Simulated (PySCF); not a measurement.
# C₂H₈BNO: NMR shifts at several levels of theory, part 2 of 2

PySCF 2.14.0. Atoms count from 0. Earlier steps stand in the parts before.

## (8) Nuclear shieldings: KT2/pcSseg-2

Job settings and geometry (Å):

```
{"job": {"kind": "nmr", "xc": "KT2", "basis": "pcSseg-2", "pop": false}, "charge": 0, "multiplicity": 1}
C      1.347842    -1.251778    -0.143740
C      1.115287     0.043713    -0.391429
B     -0.258755     0.855587    -0.283743
N     -1.445454    -0.232162     0.153592
O     -0.299742     1.876178     0.723517
H      0.553957    -1.949376     0.160707
H      2.338689    -1.710606    -0.236820
H      1.990069     0.637006    -0.699683
H     -0.671702     1.256907    -1.376122
H     -2.285472     0.309702     0.356856
H     -1.651560    -0.898103    -0.591256
H     -1.189239    -0.749436     0.997158
H      0.453382     1.798466     1.313747
```

With the program's defaults for keys left out, this is: GIAO KT2/pcSseg-2 NMR shielding, non-relativistic, gas phase.

The program printed:

```text
coarse grid: 10368 points
cycle   1  E = -239.5922195609  dE =  3.849e-01  |g| = 9.731e-01  |ddm| = 2.292e+00
cycle   2  E = -237.5121608024  dE =  2.080e+00  |g| = 2.740e+00  |ddm| = 8.345e+00
cycle   3  E = -239.7436545218  dE = -2.231e+00  |g| = 4.532e-01  |ddm| = 8.205e+00
cycle   4  E = -239.7889217990  dE = -4.527e-02  |g| = 2.256e-01  |ddm| = 5.352e-01
cycle   5  E = -239.7999083647  dE = -1.099e-02  |g| = 8.216e-02  |ddm| = 1.847e-01
cycle   6  E = -239.8010493285  dE = -1.141e-03  |g| = 4.720e-02  |ddm| = 8.421e-02
cycle   7  E = -239.8016734235  dE = -6.241e-04  |g| = 9.293e-03  |ddm| = 4.127e-02
cycle   8  E = -239.8016938406  dE = -2.042e-05  |g| = 2.529e-03  |ddm| = 9.629e-03
cycle   9  E = -239.8016950625  dE = -1.222e-06  |g| = 1.009e-03  |ddm| = 2.307e-03
final grid: 98800 points
cycle  10  E = -239.8139515237  dE = -4.250e-04  |g| = 7.594e-03  |ddm| = 1.779e-01
cycle  11  E = -239.8139341949  dE =  1.733e-05  |g| = 1.074e-02  |ddm| = 1.490e-02
cycle  12  E = -239.8139636032  dE = -2.941e-05  |g| = 1.973e-03  |ddm| = 9.606e-03
cycle  13  E = -239.8139640609  dE = -4.577e-07  |g| = 1.218e-03  |ddm| = 2.222e-03
cycle  14  E = -239.8139643686  dE = -3.076e-07  |g| = 1.624e-04  |ddm| = 9.801e-04
cycle  15  E = -239.8139643726  dE = -4.066e-09  |g| = 1.026e-04  |ddm| = 1.668e-04
cycle  16  E = -239.8139643753  dE = -2.674e-09  |g| = 2.888e-05  |ddm| = 8.489e-05
cycle  17  E = -239.8139643756  dE = -2.332e-10  |g| = 3.851e-06  |ddm| = 2.587e-05
converged SCF energy = -239.8139643756

GIAO shielding tensors (ppm)
atom      isotropic    diamagn.    paramagn.     s11        s22        s33       span
  0 C       71.210     254.472    -183.263    -30.422     82.617    161.433    191.855
  1 C       26.070     254.356    -228.286   -101.609     14.447    165.373    266.981
  2 B      103.368     187.824     -84.456     92.110    102.507    115.487     23.377
  3 N      206.662     312.269    -105.607    188.540    208.311    223.136     34.596
  4 O      264.121     383.487    -119.366    247.997    264.028    280.338     32.341
  5 H       26.530      34.249      -7.720     24.039     25.262     30.288      6.249
  6 H       25.848      29.368      -3.520     23.850     24.391     29.303      5.453
  7 H       24.508      30.505      -5.998     21.209     25.522     26.792      5.583
  8 H       27.537      28.556      -1.019     25.035     27.386     30.190      5.155
  9 H       28.851      29.788      -0.937     24.398     25.421     36.734     12.337
 10 H       28.640      31.118      -2.478     22.819     25.134     37.966     15.146
 11 H       28.796      32.437      -3.641     23.807     26.535     36.046     12.238
 12 H       31.075      32.521      -1.446     24.446     27.708     41.071     16.625
```

Run time: 58 s. Hardware: 1 thread of Arm Neoverse V1, shared host; peak memory 0.87 GiB.

This run: δ C1 156.2, C0 111.1, B2 -5.1, N3 53.5, H7 6.67, H6 5.33 ppm.

## (9) NMR shieldings: KT3/pcSseg-2

Settings changed since step 8:

```diff
@@ -1,2 +1,2 @@
-{"job": {"kind": "nmr", "xc": "KT2", "basis": "pcSseg-2", "pop": false}, "charge": 0, "multiplicity": 1}
+{"job": {"kind": "nmr", "xc": "KT3", "basis": "pcSseg-2", "pop": false}, "charge": 0, "multiplicity": 1}
 C      1.347842    -1.251778    -0.143740
```

Method: GIAO KT3/pcSseg-2 NMR shielding, non-relativistic, gas phase.

The program printed:

```text
coarse grid: 10368 points
cycle   1  E = -239.3137854610  dE =  3.673e-01  |g| = 9.746e-01  |ddm| = 2.244e+00
cycle   2  E = -237.0007699347  dE =  2.313e+00  |g| = 2.782e+00  |ddm| = 1.144e+01
cycle   3  E = -239.4624872930  dE = -2.462e+00  |g| = 4.755e-01  |ddm| = 1.130e+01
cycle   4  E = -239.5133608634  dE = -5.087e-02  |g| = 2.233e-01  |ddm| = 5.330e-01
cycle   5  E = -239.5237332283  dE = -1.037e-02  |g| = 9.465e-02  |ddm| = 2.112e-01
cycle   6  E = -239.5253911234  dE = -1.658e-03  |g| = 5.073e-02  |ddm| = 9.256e-02
cycle   7  E = -239.5260995632  dE = -7.084e-04  |g| = 9.441e-03  |ddm| = 4.303e-02
cycle   8  E = -239.5261201260  dE = -2.056e-05  |g| = 2.592e-03  |ddm| = 9.544e-03
cycle   9  E = -239.5261214246  dE = -1.299e-06  |g| = 1.006e-03  |ddm| = 2.401e-03
final grid: 98800 points
cycle  10  E = -239.5343220581  dE = -3.993e-04  |g| = 7.244e-03  |ddm| = 1.425e-01
cycle  11  E = -239.5343019097  dE =  2.015e-05  |g| = 1.249e-02  |ddm| = 1.264e-02
cycle  12  E = -239.5343305630  dE = -2.865e-05  |g| = 1.628e-03  |ddm| = 8.905e-03
cycle  13  E = -239.5343309785  dE = -4.155e-07  |g| = 7.963e-04  |ddm| = 2.038e-03
cycle  14  E = -239.5343311249  dE = -1.464e-07  |g| = 2.442e-04  |ddm| = 7.424e-04
cycle  15  E = -239.5343311392  dE = -1.427e-08  |g| = 9.161e-05  |ddm| = 2.444e-04
cycle  16  E = -239.5343311414  dE = -2.243e-09  |g| = 2.434e-05  |ddm| = 8.047e-05
cycle  17  E = -239.5343311416  dE = -1.459e-10  |g| = 5.094e-06  |ddm| = 1.986e-05
converged SCF energy = -239.5343311416

GIAO shielding tensors (ppm)
atom      isotropic    diamagn.    paramagn.     s11        s22        s33       span
  0 C       71.673     254.606    -182.933    -29.885     84.816    160.090    189.975
  1 C       27.081     253.856    -226.775   -100.420     17.542    164.122    264.542
  2 B      103.154     189.106     -85.952     92.134    102.440    114.888     22.754
  3 N      205.591     311.026    -105.435    189.086    206.943    220.744     31.658
  4 O      267.181     385.028    -117.848    254.345    266.310    280.887     26.542
  5 H       26.742      34.750      -8.008     24.219     25.473     30.535      6.316
  6 H       26.047      29.496      -3.450     24.008     24.659     29.473      5.465
  7 H       24.725      30.726      -6.000     21.314     25.760     27.102      5.788
  8 H       27.855      29.052      -1.197     25.377     27.700     30.488      5.112
  9 H       28.980      29.356      -0.376     24.562     25.578     36.801     12.239
 10 H       28.737      30.964      -2.227     23.016     25.271     37.924     14.908
 11 H       28.879      32.308      -3.429     23.964     26.578     36.094     12.130
 12 H       31.276      32.962      -1.685     24.597     27.904     41.327     16.731
```

It took 58 s on 1 thread of Arm Neoverse V1, shared host; peak memory 0.87 GiB.

This run: δ C1 154.2, C0 109.6, B2 -4.5, N3 53.1, H7 6.63, H6 5.31 ppm.

## (10) Nuclear shieldings: B97-D/pcSseg-2

Settings changed since step 9:

```diff
@@ -1,2 +1,2 @@
-{"job": {"kind": "nmr", "xc": "KT3", "basis": "pcSseg-2", "pop": false}, "charge": 0, "multiplicity": 1}
+{"job": {"kind": "nmr", "xc": "B97-D", "basis": "pcSseg-2", "pop": false}, "charge": 0, "multiplicity": 1}
 C      1.347842    -1.251778    -0.143740
```

Method: GIAO B97-D/pcSseg-2 NMR shielding, non-relativistic, gas phase.

The program printed:

```text
coarse grid: 10368 points
cycle   1  E = -235.6186166097  dE =  3.494e-01  |g| = 9.778e-01  |ddm| = 2.267e+00
cycle   2  E = -233.4952288820  dE =  2.123e+00  |g| = 2.761e+00  |ddm| = 1.124e+01
cycle   3  E = -235.7655757794  dE = -2.270e+00  |g| = 4.719e-01  |ddm| = 1.111e+01
cycle   4  E = -235.8140979050  dE = -4.852e-02  |g| = 2.254e-01  |ddm| = 5.102e-01
cycle   5  E = -235.8242292467  dE = -1.013e-02  |g| = 9.532e-02  |ddm| = 1.884e-01
cycle   6  E = -235.8258318727  dE = -1.603e-03  |g| = 5.146e-02  |ddm| = 9.058e-02
cycle   7  E = -235.8265584962  dE = -7.266e-04  |g| = 1.054e-02  |ddm| = 4.302e-02
cycle   8  E = -235.8265830853  dE = -2.459e-05  |g| = 2.968e-03  |ddm| = 9.515e-03
cycle   9  E = -235.8265848091  dE = -1.724e-06  |g| = 9.482e-04  |ddm| = 2.527e-03
final grid: 98800 points
cycle  10  E = -235.8239658890  dE = -1.966e-04  |g| = 7.605e-03  |ddm| = 8.170e-02
cycle  11  E = -235.8239365031  dE =  2.939e-05  |g| = 1.402e-02  |ddm| = 1.466e-02
cycle  12  E = -235.8239765896  dE = -4.009e-05  |g| = 1.992e-03  |ddm| = 1.018e-02
cycle  13  E = -235.8239773027  dE = -7.131e-07  |g| = 7.735e-04  |ddm| = 1.658e-03
cycle  14  E = -235.8239774148  dE = -1.121e-07  |g| = 3.939e-04  |ddm| = 6.906e-04
cycle  15  E = -235.8239774552  dE = -4.039e-08  |g| = 6.415e-05  |ddm| = 2.955e-04
cycle  16  E = -235.8239774560  dE = -8.511e-10  |g| = 2.507e-05  |ddm| = 6.625e-05
converged SCF energy = -235.8239774560

GIAO shielding tensors (ppm)
atom      isotropic    diamagn.    paramagn.     s11        s22        s33       span
  0 C       64.799     254.270    -189.471    -40.124     77.281    157.241    197.365
  1 C       17.919     254.274    -236.354   -114.503      5.049    163.212    277.716
  2 B      100.661     187.474     -86.814     89.702     99.749    112.531     22.830
  3 N      204.099     311.489    -107.390    187.887    205.046    219.365     31.478
  4 O      271.735     385.541    -113.806    260.382    269.383    285.440     25.058
  5 H       26.675      34.287      -7.612     23.956     25.562     30.507      6.552
  6 H       26.003      30.329      -4.326     24.048     24.728     29.232      5.183
  7 H       24.614      31.554      -6.940     20.832     25.799     27.212      6.381
  8 H       27.867      29.216      -1.349     25.391     27.812     30.397      5.006
  9 H       28.994      29.227      -0.233     24.576     25.648     36.759     12.182
 10 H       28.840      30.791      -1.951     23.195     25.391     37.935     14.740
 11 H       28.935      32.141      -3.206     24.108     26.652     36.045     11.938
 12 H       31.291      32.903      -1.612     24.503     27.892     41.479     16.976
```

Run time: 55 s. Hardware: 1 thread of Arm Neoverse V1, shared host; peak memory 0.87 GiB.

In short: δ C1 161.1, C0 114.2, B2 -4.3, N3 53.8, H7 6.78, H6 5.39 ppm.

## (11) Shielding tensors: B3LYP/pcSseg-2

Settings changed since step 10:

```diff
@@ -1,2 +1,2 @@
-{"job": {"kind": "nmr", "xc": "B97-D", "basis": "pcSseg-2", "pop": false}, "charge": 0, "multiplicity": 1}
+{"job": {"kind": "nmr", "xc": "B3LYP", "basis": "pcSseg-2", "pop": false}, "charge": 0, "multiplicity": 1}
 C      1.347842    -1.251778    -0.143740
```

Method: GIAO B3LYP/pcSseg-2 NMR shielding, non-relativistic, gas phase.

The program printed:

```text
coarse grid: 10368 points
cycle   1  E = -235.8361613131  dE =  3.911e-01  |g| = 8.742e-01  |ddm| = 2.223e+00
cycle   2  E = -235.4011250992  dE =  4.350e-01  |g| = 1.665e+00  |ddm| = 3.024e+00
cycle   3  E = -235.9891860826  dE = -5.881e-01  |g| = 2.012e-01  |ddm| = 2.647e+00
cycle   4  E = -235.9966024880  dE = -7.416e-03  |g| = 9.104e-02  |ddm| = 1.924e-01
cycle   5  E = -235.9985838456  dE = -1.981e-03  |g| = 1.480e-02  |ddm| = 6.726e-02
cycle   6  E = -235.9986221701  dE = -3.832e-05  |g| = 7.036e-03  |ddm| = 1.523e-02
cycle   7  E = -235.9986330832  dE = -1.091e-05  |g| = 2.398e-03  |ddm| = 5.954e-03
cycle   8  E = -235.9986343820  dE = -1.299e-06  |g| = 7.112e-04  |ddm| = 2.039e-03
final grid: 98800 points
cycle   9  E = -236.0013512305  dE = -1.154e-04  |g| = 6.306e-03  |ddm| = 5.396e-02
cycle  10  E = -236.0013456830  dE =  5.548e-06  |g| = 8.147e-03  |ddm| = 9.448e-03
cycle  11  E = -236.0013595598  dE = -1.388e-05  |g| = 8.266e-04  |ddm| = 5.211e-03
cycle  12  E = -236.0013596329  dE = -7.311e-08  |g| = 5.553e-04  |ddm| = 9.329e-04
cycle  13  E = -236.0013597038  dE = -7.089e-08  |g| = 1.034e-04  |ddm| = 4.030e-04
cycle  14  E = -236.0013597060  dE = -2.172e-09  |g| = 3.895e-05  |ddm| = 8.969e-05
cycle  15  E = -236.0013597063  dE = -3.511e-10  |g| = 9.274e-06  |ddm| = 3.012e-05
converged SCF energy = -236.0013597063

GIAO shielding tensors (ppm)
atom      isotropic    diamagn.    paramagn.     s11        s22        s33       span
  0 C       59.757     252.600    -192.843    -54.865     75.916    158.220    213.085
  1 C       10.117     252.794    -242.678   -131.206     -2.560    164.115    295.321
  2 B      100.483     184.424     -83.941     89.768     99.816    111.864     22.095
  3 N      203.758     310.471    -106.713    186.211    205.089    219.973     33.762
  4 O      274.512     385.458    -110.946    265.252    270.569    287.715     22.463
  5 H       26.667      34.090      -7.424     23.792     25.484     30.724      6.932
  6 H       25.988      30.487      -4.498     23.974     24.646     29.345      5.370
  7 H       24.571      31.508      -6.938     20.631     25.674     27.407      6.776
  8 H       27.946      29.046      -1.100     25.419     27.828     30.591      5.172
  9 H       28.870      29.335      -0.465     24.281     25.485     36.844     12.563
 10 H       28.826      30.757      -1.932     23.131     25.296     38.049     14.918
 11 H       28.855      31.956      -3.101     23.999     26.464     36.101     12.102
 12 H       31.290      32.760      -1.470     24.289     27.800     41.782     17.493
```

Wall time 40 s (1 thread of Arm Neoverse V1, shared host); peak memory 1.1 GiB.

In short: δ C1 169.1, C0 119.4, B2 -4.1, N3 54.8, H7 6.82, H6 5.40 ppm.

## (12) Run by run: NMR shifts

Shifts (ppm) of some atoms, chosen among heavy atoms and hydrogens apart, with basis size and wall time:

| run | C1 | C0 | H7 | H8 | B2 | N3 | O4 | functions | time |
| --- | --- | --- | --- | --- | --- | --- | --- | --- | --- |
| HF/pcSseg-2 | 167.4 | 119.1 | 6.73 | 3.04 | -1.0 | 43.0 | 28.5 | 292 | 21 s |
| LDA/pcSseg-2 | 174.9 | 124.4 | 7.14 | 3.83 | -6.5 | 59.9 | 64.2 | 292 | 48 s |
| PBE/pcSseg-2 | 167.2 | 118.8 | 6.95 | 3.67 | -6.1 | 57.2 | 59.6 | 292 | 58 s |
| BLYP/pcSseg-2 | 167.6 | 117.1 | 6.82 | 3.58 | -5.1 | 58.8 | 61.0 | 292 | 57 s |
| BP86/pcSseg-2 | 166.3 | 118.5 | 6.91 | 3.65 | -5.8 | 55.3 | 56.8 | 292 | 57 s |
| OPBE/pcSseg-2 | 160.0 | 115.9 | 6.97 | 3.63 | -5.9 | 52.8 | 52.5 | 292 | 58 s |
| KT2/pcSseg-2 | 156.2 | 111.1 | 6.67 | 3.64 | -5.1 | 53.5 | 60.2 | 292 | 58 s |
| KT3/pcSseg-2 | 154.2 | 109.6 | 6.63 | 3.50 | -4.5 | 53.1 | 56.6 | 292 | 58 s |
| B97-D/pcSseg-2 | 161.1 | 114.2 | 6.78 | 3.53 | -4.3 | 53.8 | 53.5 | 292 | 55 s |
| B3LYP/pcSseg-2 | 169.1 | 119.4 | 6.82 | 3.44 | -4.1 | 54.8 | 51.3 | 292 | 40 s |

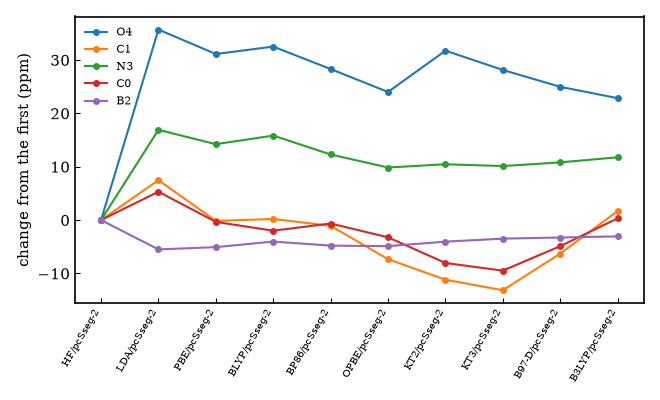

How five of the tabulated atoms move from run to run.

## (13) Results

This closing draws on all 2 parts.

| quantity | value |
| --- | --- |
| ¹³C shifts against TMS (HF/pcSseg-2) | 167.4, 119.1 ppm |
| ¹H shifts against TMS (HF/pcSseg-2, means over atoms taken as alike) | 6.73, 5.31, 4.64, 3.04, 2.83, 0.32 ppm |
| ¹¹B shifts against BF3·OEt2 (HF/pcSseg-2) | -1.0 ppm |
| ¹⁵N shifts against NH3 (HF/pcSseg-2) | 43.0 ppm |
| ¹⁷O shifts against H2O (HF/pcSseg-2) | 28.5 ppm |
| range of the shift of O4 | 28.5 to 64.2 ppm |

In words: Single values in the summary come from the first sound run of each kind (HF/pcSseg-2), which need not be the best level. H7 (hydrogen on an alkene CH) lies farthest downfield among hydrogen, at 6.73 ppm; olefinic region. At HF/pcSseg-2: Shielding is most anisotropic at C1 (span 307 ppm, paramagnetic term -230 ppm). In ppm, O4 moves most: its shift spreads over 35.7 ppm, from 28.5 (HF/pcSseg-2) to 64.2 (LDA/pcSseg-2).
